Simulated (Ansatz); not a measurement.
## Molecular dynamics of GeClF₄ (part 1 of 2)

GeClF₄, multiplicity 2, computed with UKS PBE0-D4/def2-SVP (Ansatz 0.2.0).

It belongs to a series of runs on one base structure; here: dynamics from the highest image of the converged band. Figures and captions count atoms from 1; the log counts them from 0 in places.

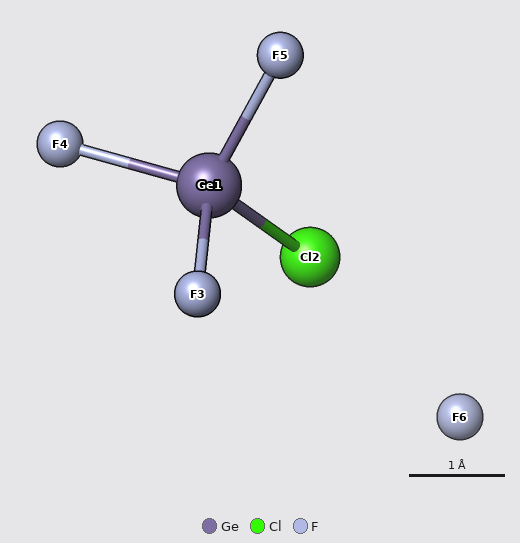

Fig. 1: The starting structure (ball-and-stick view, seen at a tilt; atoms are numbered from 1 in the order of the input). Sticks mark near contacts.

**The input**
```yaml
crystal:
  periodic: [false, false, false]
  atoms:
    - { symbol: Ge, position_ang: [-0.036008, 0.0, -0.043085] }
    - { symbol: Cl, position_ang: [-0.238515, 0.0, 2.043645] }
    - { symbol: F, position_ang: [1.605136, 0.0, -0.504864] }
    - { symbol: F, position_ang: [-0.765805, 1.37583, -0.736356] }
    - { symbol: F, position_ang: [-0.765805, -1.37583, -0.736356] }
    - { symbol: F, position_ang: [0.202596, 0.0, 5.038815] }
magnetization:
  spin_polarized: true
  initial_magnetization: 1
basis:
  gaussian: { orbitals: def2-SVP }
hamiltonian:
  xc: pbe0
  dispersion: d4
md:
  timestep: 0.5
  n_steps: 83
  ensemble: nve
  temperature: 100.0
  initial_velocities: maxwell_boltzmann
  seed: 7299
```

Machine: 4 threads of Arm Neoverse V2, 24 GiB of memory available, shared host.

Command:
```bash
ansatz run input.yaml --threads 4 --pin off --max-ram 5120MiB --backend cpu --events-out ev --progress --plain --runs-dir out
```

**What the program printed**
```
Engine: ansatz 0.2.0, aarch64-unknown-linux-gnu
Functional definition: PBE0
  parameter a = 0.25
  parameter kappa = 0.804
  parameter beta = 0.06672455060314922
  exchange = (1 - a)*pbe_x(kappa = kappa, mu = beta*pi^2/3) + a*exact_x
  correlation = pbe_c(beta = beta)
1056 factors; integrals over basis functions are off by at most 3.3e-4 eV
mean field evaluation 1: about -79851.2514 eV, gradient 5.3e1 eV
mean field evaluation 2: about -79481.8286 eV, gradient 1.4e2 eV
mean field evaluation 4: about -79855.3057 eV, gradient 3.9e1 eV
mean field evaluation 8: about -79867.5176 eV, gradient 9.9e0 eV
mean field evaluation 16: about -79867.9162 eV, gradient 5.1e-2 eV
mean field evaluation 32: about -79867.9162 eV, gradient 4.6e-2 eV
mean field evaluation 64: about -79867.9179 eV, gradient 2.2e-3 eV
mean field evaluation 96: about -79867.9173 eV, gradient 1.7e-2 eV
mean field -79867.91799163 eV, -2935.0918497731 hartree, gradient 4.2e-10 eV, S^2 0.751108; 4 other end points of the search recorded, 0 dependent functions left out
the calculation of the forces begins
reference -79867.91801118 eV, -2935.0918504918 hartree; 43, 42 occupied and 63, 64 virtual orbitals, 1056 factors
md step     0: t =     0.00 fs  T =   100.0 K  F+E_penalty+E_count = -79868.02810754 eV  E_kin = 0.051704 eV  conserved = -79867.97640354 eV  (528 SCF iters)
these checks for a lower state are left out or cut short: starts, cluster_reference, orbital_swaps, neighbouring_geometries, increment
1056 factors; integrals over basis functions are off by at most 3.3e-4 eV
mean field evaluation 128: about -79867.9085 eV, gradient 1.8e0 eV
mean field -79867.91789661 eV, -2935.0918462814 hartree, gradient 2.1e-6 eV, S^2 0.751108; 0 other end points of the search recorded, 0 dependent functions left out
the calculation of the forces begins
reference -79867.91791617 eV, -2935.0918470001 hartree; 43, 42 occupied and 63, 64 virtual orbitals, 1056 factors
md step     1: t =     0.50 fs  T =    99.8 K  F+E_penalty+E_count = -79868.02801083 eV  E_kin = 0.051607 eV  conserved = -79867.97640351 eV  (260 SCF iters)
[... from here on the SCF iterations and repeated set-up lines of each step are left out, up to the last step ...]
md step     2: t =     1.00 fs  T =    99.2 K  F+E_penalty+E_count = -79868.02770949 eV  E_kin = 0.051306 eV  conserved = -79867.97640329 eV  (264 SCF iters)
md step     3: t =     1.50 fs  T =    98.3 K  F+E_penalty+E_count = -79868.02720783 eV  E_kin = 0.050805 eV  conserved = -79867.97640281 eV  (193 SCF iters)
md step     4: t =     2.00 fs  T =    96.9 K  F+E_penalty+E_count = -79868.02651391 eV  E_kin = 0.050112 eV  conserved = -79867.97640210 eV  (194 SCF iters)
md step     5: t =     2.50 fs  T =    95.2 K  F+E_penalty+E_count = -79868.02563924 eV  E_kin = 0.049238 eV  conserved = -79867.97640119 eV  (182 SCF iters)
md step     6: t =     3.00 fs  T =    93.2 K  F+E_penalty+E_count = -79868.02459866 eV  E_kin = 0.048199 eV  conserved = -79867.97640008 eV  (176 SCF iters)
md step     7: t =     3.50 fs  T =    90.9 K  F+E_penalty+E_count = -79868.02341008 eV  E_kin = 0.047011 eV  conserved = -79867.97639880 eV  (93 SCF iters)
md step     8: t =     4.00 fs  T =    88.4 K  F+E_penalty+E_count = -79868.02209410 eV  E_kin = 0.045697 eV  conserved = -79867.97639738 eV  (143 SCF iters)
md step     9: t =     4.50 fs  T =    85.6 K  F+E_penalty+E_count = -79868.02067365 eV  E_kin = 0.044278 eV  conserved = -79867.97639584 eV  (198 SCF iters)
md step    10: t =     5.00 fs  T =    82.7 K  F+E_penalty+E_count = -79868.01917343 eV  E_kin = 0.042779 eV  conserved = -79867.97639422 eV  (125 SCF iters)
md step    11: t =     5.50 fs  T =    79.7 K  F+E_penalty+E_count = -79868.01761943 eV  E_kin = 0.041227 eV  conserved = -79867.97639255 eV  (186 SCF iters)
md step    12: t =     6.00 fs  T =    76.7 K  F+E_penalty+E_count = -79868.01603830 eV  E_kin = 0.039647 eV  conserved = -79867.97639088 eV  (125 SCF iters)
md step    13: t =     6.50 fs  T =    73.6 K  F+E_penalty+E_count = -79868.01445678 eV  E_kin = 0.038068 eV  conserved = -79867.97638927 eV  (120 SCF iters)
md step    14: t =     7.00 fs  T =    70.6 K  F+E_penalty+E_count = -79868.01290100 eV  E_kin = 0.036513 eV  conserved = -79867.97638772 eV  (117 SCF iters)
md step    15: t =     7.50 fs  T =    67.7 K  F+E_penalty+E_count = -79868.01139588 eV  E_kin = 0.035010 eV  conserved = -79867.97638627 eV  (117 SCF iters)
md step    16: t =     8.00 fs  T =    64.9 K  F+E_penalty+E_count = -79868.00996461 eV  E_kin = 0.033580 eV  conserved = -79867.97638497 eV  (117 SCF iters)
md step    17: t =     8.50 fs  T =    62.4 K  F+E_penalty+E_count = -79868.00862798 eV  E_kin = 0.032244 eV  conserved = -79867.97638384 eV  (118 SCF iters)
md step    18: t =     9.00 fs  T =    60.0 K  F+E_penalty+E_count = -79868.00740397 eV  E_kin = 0.031021 eV  conserved = -79867.97638292 eV  (117 SCF iters)
md step    19: t =     9.50 fs  T =    57.9 K  F+E_penalty+E_count = -79868.00630725 eV  E_kin = 0.029925 eV  conserved = -79867.97638223 eV  (117 SCF iters)
md step    20: t =    10.00 fs  T =    56.0 K  F+E_penalty+E_count = -79868.00534892 eV  E_kin = 0.028967 eV  conserved = -79867.97638177 eV  (114 SCF iters)
md step    21: t =    10.50 fs  T =    54.5 K  F+E_penalty+E_count = -79868.00453625 eV  E_kin = 0.028155 eV  conserved = -79867.97638156 eV  (115 SCF iters)
md step    22: t =    11.00 fs  T =    53.2 K  F+E_penalty+E_count = -79868.00387253 eV  E_kin = 0.027491 eV  conserved = -79867.97638160 eV  (113 SCF iters)
md step    23: t =    11.50 fs  T =    52.2 K  F+E_penalty+E_count = -79868.00335711 eV  E_kin = 0.026975 eV  conserved = -79867.97638189 eV  (115 SCF iters)
md step    24: t =    12.00 fs  T =    51.5 K  F+E_penalty+E_count = -79868.00298546 eV  E_kin = 0.026603 eV  conserved = -79867.97638240 eV  (115 SCF iters)
md step    25: t =    12.50 fs  T =    51.0 K  F+E_penalty+E_count = -79868.00274939 eV  E_kin = 0.026366 eV  conserved = -79867.97638313 eV  (115 SCF iters)
md step    26: t =    13.00 fs  T =    50.8 K  F+E_penalty+E_count = -79868.00263734 eV  E_kin = 0.026253 eV  conserved = -79867.97638404 eV  (116 SCF iters)
md step    27: t =    13.50 fs  T =    50.8 K  F+E_penalty+E_count = -79868.00263480 eV  E_kin = 0.026250 eV  conserved = -79867.97638510 eV  (115 SCF iters)
md step    28: t =    14.00 fs  T =    50.9 K  F+E_penalty+E_count = -79868.00272476 eV  E_kin = 0.026338 eV  conserved = -79867.97638629 eV  (184 SCF iters)
md step    29: t =    14.50 fs  T =    51.3 K  F+E_penalty+E_count = -79868.00288822 eV  E_kin = 0.026501 eV  conserved = -79867.97638756 eV  (179 SCF iters)
md step    30: t =    15.00 fs  T =    51.7 K  F+E_penalty+E_count = -79868.00310477 eV  E_kin = 0.026716 eV  conserved = -79867.97638886 eV  (119 SCF iters)
md step    31: t =    15.50 fs  T =    52.1 K  F+E_penalty+E_count = -79868.00335319 eV  E_kin = 0.026963 eV  conserved = -79867.97639018 eV  (192 SCF iters)
md step    32: t =    16.00 fs  T =    52.6 K  F+E_penalty+E_count = -79868.00361205 eV  E_kin = 0.027221 eV  conserved = -79867.97639149 eV  (209 SCF iters)
md step    33: t =    16.50 fs  T =    53.1 K  F+E_penalty+E_count = -79868.00386020 eV  E_kin = 0.027467 eV  conserved = -79867.97639272 eV  (129 SCF iters)
md step    34: t =    17.00 fs  T =    53.5 K  F+E_penalty+E_count = -79868.00407746 eV  E_kin = 0.027684 eV  conserved = -79867.97639388 eV  (118 SCF iters)
md step    35: t =    17.50 fs  T =    53.9 K  F+E_penalty+E_count = -79868.00424498 eV  E_kin = 0.027850 eV  conserved = -79867.97639493 eV  (116 SCF iters)
md step    36: t =    18.00 fs  T =    54.1 K  F+E_penalty+E_count = -79868.00434582 eV  E_kin = 0.027950 eV  conserved = -79867.97639583 eV  (196 SCF iters)
md step    37: t =    18.50 fs  T =    54.1 K  F+E_penalty+E_count = -79868.00436523 eV  E_kin = 0.027969 eV  conserved = -79867.97639657 eV  (198 SCF iters)
md step    38: t =    19.00 fs  T =    53.9 K  F+E_penalty+E_count = -79868.00429105 eV  E_kin = 0.027894 eV  conserved = -79867.97639715 eV  (138 SCF iters)
md step    39: t =    19.50 fs  T =    53.6 K  F+E_penalty+E_count = -79868.00411386 eV  E_kin = 0.027716 eV  conserved = -79867.97639752 eV  (138 SCF iters)
md step    40: t =    20.00 fs  T =    53.1 K  F+E_penalty+E_count = -79868.00382721 eV  E_kin = 0.027429 eV  conserved = -79867.97639771 eV  (139 SCF iters)
md step    41: t =    20.50 fs  T =    52.3 K  F+E_penalty+E_count = -79868.00342768 eV  E_kin = 0.027030 eV  conserved = -79867.97639770 eV  (139 SCF iters)
md step    42: t =    21.00 fs  T =    51.3 K  F+E_penalty+E_count = -79868.00291488 eV  E_kin = 0.026517 eV  conserved = -79867.97639752 eV  (137 SCF iters)
md step    43: t =    21.50 fs  T =    50.1 K  F+E_penalty+E_count = -79868.00229138 eV  E_kin = 0.025894 eV  conserved = -79867.97639715 eV  (138 SCF iters)
md step    44: t =    22.00 fs  T =    48.7 K  F+E_penalty+E_count = -79868.00156260 eV  E_kin = 0.025166 eV  conserved = -79867.97639664 eV  (137 SCF iters)
md step    45: t =    22.50 fs  T =    47.1 K  F+E_penalty+E_count = -79868.00073657 eV  E_kin = 0.024341 eV  conserved = -79867.97639596 eV  (127 SCF iters)
md step    46: t =    23.00 fs  T =    45.3 K  F+E_penalty+E_count = -79867.99982375 eV  E_kin = 0.023429 eV  conserved = -79867.97639515 eV  (116 SCF iters)
md step    47: t =    23.50 fs  T =    43.4 K  F+E_penalty+E_count = -79867.99883673 eV  E_kin = 0.022443 eV  conserved = -79867.97639423 eV  (117 SCF iters)
md step    48: t =    24.00 fs  T =    41.4 K  F+E_penalty+E_count = -79867.99778989 eV  E_kin = 0.021397 eV  conserved = -79867.97639322 eV  (116 SCF iters)
md step    49: t =    24.50 fs  T =    39.3 K  F+E_penalty+E_count = -79867.99669908 eV  E_kin = 0.020307 eV  conserved = -79867.97639215 eV  (119 SCF iters)
md step    50: t =    25.00 fs  T =    37.1 K  F+E_penalty+E_count = -79867.99558123 eV  E_kin = 0.019190 eV  conserved = -79867.97639103 eV  (188 SCF iters)
md step    51: t =    25.50 fs  T =    34.9 K  F+E_penalty+E_count = -79867.99445401 eV  E_kin = 0.018064 eV  conserved = -79867.97638989 eV  (189 SCF iters)
md step    52: t =    26.00 fs  T =    32.8 K  F+E_penalty+E_count = -79867.99333543 eV  E_kin = 0.016947 eV  conserved = -79867.97638875 eV  (215 SCF iters)
md step    53: t =    26.50 fs  T =    30.7 K  F+E_penalty+E_count = -79867.99224350 eV  E_kin = 0.015856 eV  conserved = -79867.97638764 eV  (211 SCF iters)
md step    54: t =    27.00 fs  T =    28.6 K  F+E_penalty+E_count = -79867.99119581 eV  E_kin = 0.014809 eV  conserved = -79867.97638658 eV  (207 SCF iters)
md step    55: t =    27.50 fs  T =    26.7 K  F+E_penalty+E_count = -79867.99020927 eV  E_kin = 0.013824 eV  conserved = -79867.97638559 eV  (207 SCF iters)
md step    56: t =    28.00 fs  T =    25.0 K  F+E_penalty+E_count = -79867.98929970 eV  E_kin = 0.012915 eV  conserved = -79867.97638468 eV  (210 SCF iters)
md step    57: t =    28.50 fs  T =    23.4 K  F+E_penalty+E_count = -79867.98848160 eV  E_kin = 0.012098 eV  conserved = -79867.97638387 eV  (208 SCF iters)
md step    58: t =    29.00 fs  T =    22.0 K  F+E_penalty+E_count = -79867.98776785 eV  E_kin = 0.011385 eV  conserved = -79867.97638318 eV  (207 SCF iters)
md step    59: t =    29.50 fs  T =    20.9 K  F+E_penalty+E_count = -79867.98716948 eV  E_kin = 0.010787 eV  conserved = -79867.97638262 eV  (210 SCF iters)
md step    60: t =    30.00 fs  T =    19.9 K  F+E_penalty+E_count = -79867.98669549 eV  E_kin = 0.010313 eV  conserved = -79867.97638220 eV  (210 SCF iters)
md step    61: t =    30.50 fs  T =    19.3 K  F+E_penalty+E_count = -79867.98635264 eV  E_kin = 0.009971 eV  conserved = -79867.97638192 eV  (207 SCF iters)
md step    62: t =    31.00 fs  T =    18.9 K  F+E_penalty+E_count = -79867.98614538 eV  E_kin = 0.009764 eV  conserved = -79867.97638179 eV  (211 SCF iters)
md step    63: t =    31.50 fs  T =    18.7 K  F+E_penalty+E_count = -79867.98607575 eV  E_kin = 0.009694 eV  conserved = -79867.97638182 eV  (208 SCF iters)
md step    64: t =    32.00 fs  T =    18.9 K  F+E_penalty+E_count = -79867.98614331 eV  E_kin = 0.009761 eV  conserved = -79867.97638200 eV  (189 SCF iters)
md step    65: t =    32.50 fs  T =    19.3 K  F+E_penalty+E_count = -79867.98634520 eV  E_kin = 0.009963 eV  conserved = -79867.97638234 eV  (213 SCF iters)
md step    66: t =    33.00 fs  T =    19.9 K  F+E_penalty+E_count = -79867.98667611 eV  E_kin = 0.010293 eV  conserved = -79867.97638282 eV  (208 SCF iters)
md step    67: t =    33.50 fs  T =    20.8 K  F+E_penalty+E_count = -79867.98712841 eV  E_kin = 0.010745 eV  conserved = -79867.97638344 eV  (216 SCF iters)
md step    68: t =    34.00 fs  T =    21.9 K  F+E_penalty+E_count = -79867.98769225 eV  E_kin = 0.011308 eV  conserved = -79867.97638419 eV  (215 SCF iters)
md step    69: t =    34.50 fs  T =    23.2 K  F+E_penalty+E_count = -79867.98835574 eV  E_kin = 0.011971 eV  conserved = -79867.97638506 eV  (223 SCF iters)
md step    70: t =    35.00 fs  T =    24.6 K  F+E_penalty+E_count = -79867.98910510 eV  E_kin = 0.012719 eV  conserved = -79867.97638602 eV  (221 SCF iters)
md step    71: t =    35.50 fs  T =    26.2 K  F+E_penalty+E_count = -79867.98992492 eV  E_kin = 0.013538 eV  conserved = -79867.97638708 eV  (191 SCF iters)
md step    72: t =    36.00 fs  T =    27.9 K  F+E_penalty+E_count = -79867.99079845 eV  E_kin = 0.014410 eV  conserved = -79867.97638821 eV  (193 SCF iters)
md step    73: t =    36.50 fs  T =    29.6 K  F+E_penalty+E_count = -79867.99170783 eV  E_kin = 0.015318 eV  conserved = -79867.97638938 eV  (191 SCF iters)
md step    74: t =    37.00 fs  T =    31.4 K  F+E_penalty+E_count = -79867.99263442 eV  E_kin = 0.016244 eV  conserved = -79867.97639058 eV  (188 SCF iters)
md step    75: t =    37.50 fs  T =    33.2 K  F+E_penalty+E_count = -79867.99355918 eV  E_kin = 0.017167 eV  conserved = -79867.97639180 eV  (172 SCF iters)
md step    76: t =    38.00 fs  T =    34.9 K  F+E_penalty+E_count = -79867.99446298 eV  E_kin = 0.018070 eV  conserved = -79867.97639299 eV  (172 SCF iters)
md step    77: t =    38.50 fs  T =    36.6 K  F+E_penalty+E_count = -79867.99532698 eV  E_kin = 0.018933 eV  conserved = -79867.97639414 eV  (171 SCF iters)
md step    78: t =    39.00 fs  T =    38.2 K  F+E_penalty+E_count = -79867.99613300 eV  E_kin = 0.019738 eV  conserved = -79867.97639523 eV  (175 SCF iters)
md step    79: t =    39.50 fs  T =    39.6 K  F+E_penalty+E_count = -79867.99686392 eV  E_kin = 0.020468 eV  conserved = -79867.97639624 eV  (162 SCF iters)
```
